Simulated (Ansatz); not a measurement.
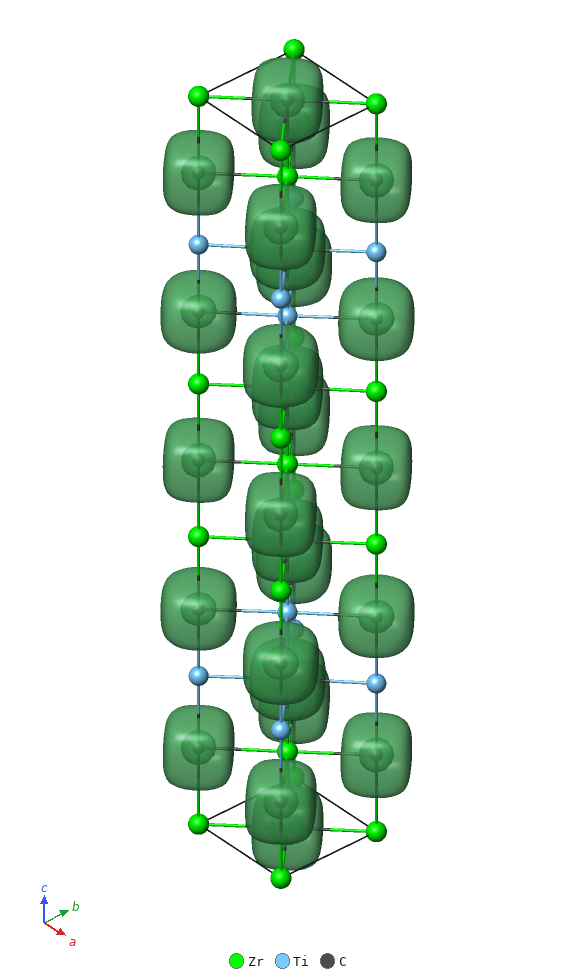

The picture shows: Zr₃Ti₂C₅. Isosurface of the ELF at 0.6 (green), seen at an oblique angle. Only the valence region is drawn (cores and ρ < 0.01 e/Å³ removed). Sticks mark near contacts.

Space group I4/mmm; a structure generated by program, which may or may not match a known phase; computed pressure about −11 GPa in this cell; computed without spin polarisation.

The calculation used Ansatz, DFT LDA, scalar-relativistic, plane waves, PAW.

**Describe the localisation domains.**

The ELF exceeds this value in ten regions wrapped around C (the valence shell of each), counted in one cell of 20 atoms. Regions shared between cells count once. Profiles from the grid: Ti–C (2.09 Å): the ELF peaks at about 0.80 in the valence shell of C, 0.7 Å from its nucleus, and is about 0.30 at the midpoint. Zr–C (2.27 Å): the ELF peaks at about 0.80 in the valence shell of C, 0.7 Å from its nucleus, and drops to about 0.25 between the two atoms: no localised pair shows between them.
